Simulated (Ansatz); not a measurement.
## Electronic structure of C2H6F2Hf (SMILES [CH3][Hf]([CH3])([F])[F]) in real space

Input file:

```
crystal:
  periodic: [false, false, false]
  atoms:
    - {symbol: C, position_ang: [1.517749, -1.165984, 0.919704]}
    - {symbol: C, position_ang: [1.013221, 1.897206, -0.655485]}
    - {symbol: F, position_ang: [2.550340, -0.631254, -2.217052]}
    - {symbol: F, position_ang: [4.071238, 0.889715, 0.251686]}
    - {symbol: Hf, position_ang: [2.445498, 0.229179, -0.511160]}
    - {symbol: H, position_ang: [2.132514, -2.066313, 1.099511]}
    - {symbol: H, position_ang: [1.357096, -0.678636, 1.898797]}
    - {symbol: H, position_ang: [0.532683, -1.509892, 0.554659]}
    - {symbol: H, position_ang: [0.028684, 1.543062, -1.012224]}
    - {symbol: H, position_ang: [1.347205, 2.689267, -1.349805]}
    - {symbol: H, position_ang: [0.857868, 2.371109, 0.331082]}
basis:
  gaussian:
    orbitals: def2-TZVPD
hamiltonian:
  xc: {name: PBE0}
output:
  forces: true
  orbitals: {seedname: orbitals}
```

Command:

```sh
ansatz run input.yaml --threads 2 --pin off --max-ram 5220MiB --events-out events.jsonl --progress --plain --runs-dir runs
```

Geometry: PBE0-D4/def2-SVP; core potentials replace the inner electrons of Hf.

Level of theory: isolated molecule in a Gaussian basis; Kohn-Sham density functional theory, functional PBE0 in Ansatz.

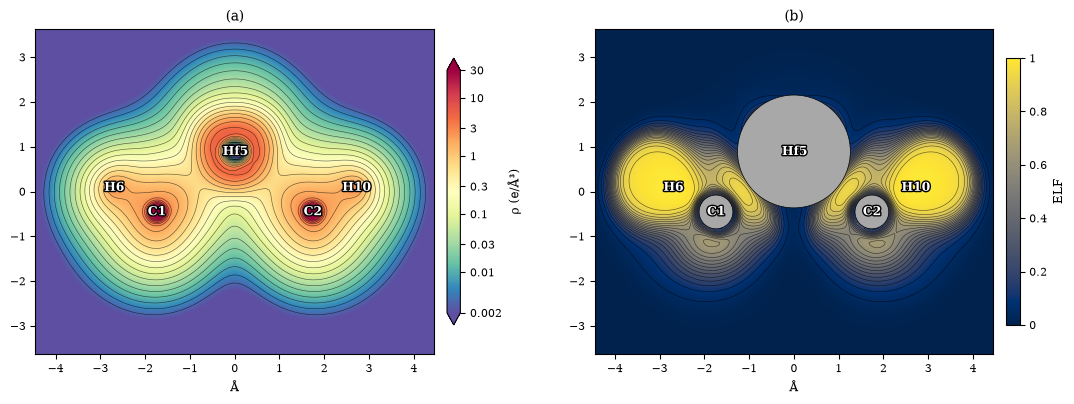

Figure 1. (a) electron density; (b) electron localisation function on the plane of atoms C1, Hf5 and C2. Grey discs cover the atomic cores in the ELF map.

**Interpret the plot.**

- The section cuts through C, Hf and H sites.
- C–Hf (2.20 Å): the density is about 0.71 e/Å³ at the midpoint; the ELF peaks at about 0.95 in the valence shell of C, 0.7 Å from its nucleus, and is about 0.50 at the midpoint.
- C–H (1.10 Å): the density is about 1.9 e/Å³ at the midpoint; the ELF climbs to about 1 towards the hydrogen, as it does in any bond to H; an ordinary covalent bond to hydrogen.

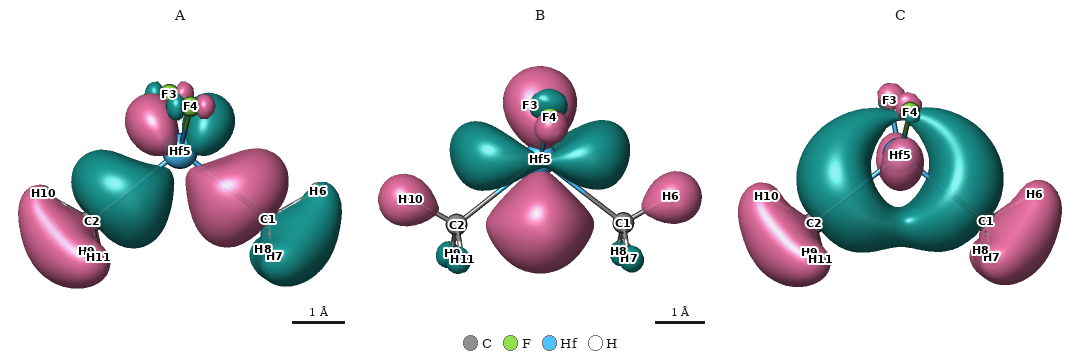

Figure 2. Three frontier orbitals at ±0.1 Å⁻³ᐟ² (teal and pink are the two phases), in no order.

**Which picture is the HOMO−1, the HOMO and the LUMO?**

C is the HOMO−1 (−8.47 eV). By Hirshfeld shares it lies mainly on Hf5 (about 30 %), C1 (about 25 %) and C2 (about 25 %). A is the HOMO (−7.97 eV). Its weight (Hirshfeld) is mainly on Hf5 (about 30 %), C1 (about 25 %) and C2 (about 25 %). B is the LUMO (−0.90 eV). Its weight (Hirshfeld) is mainly on Hf5 (about 70 %), C1 (about 5 %) and C2 (about 5 %).

**What is the HOMO–LUMO gap?**

7.07 eV between the orbital energies.

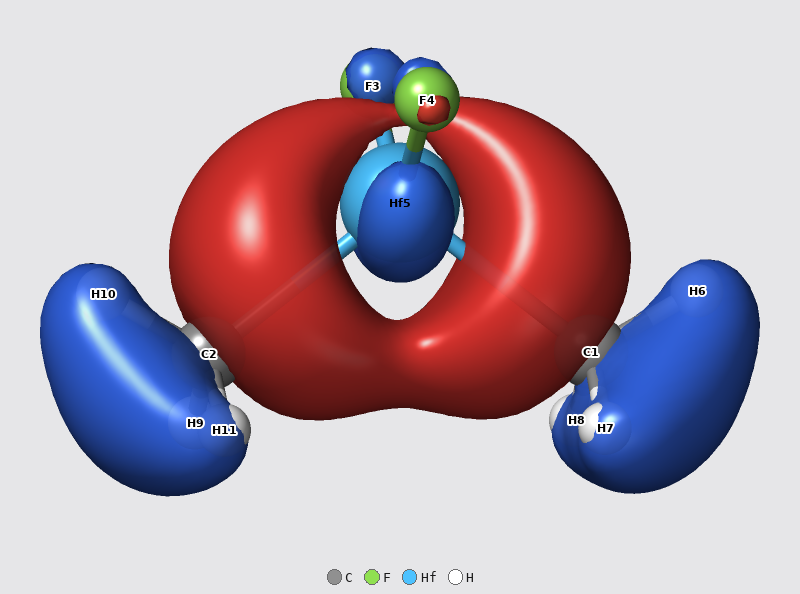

Figure 3. The HOMO−1 at ±0.1 Å⁻³ᐟ² (red and blue are the two phases), seen at a tilt.

**Describe this orbital and give its energy.**

By Hirshfeld shares it lies mainly on Hf5 (about 30 %), C1 (about 25 %) and C2 (about 25 %). Its energy is −8.47 eV.
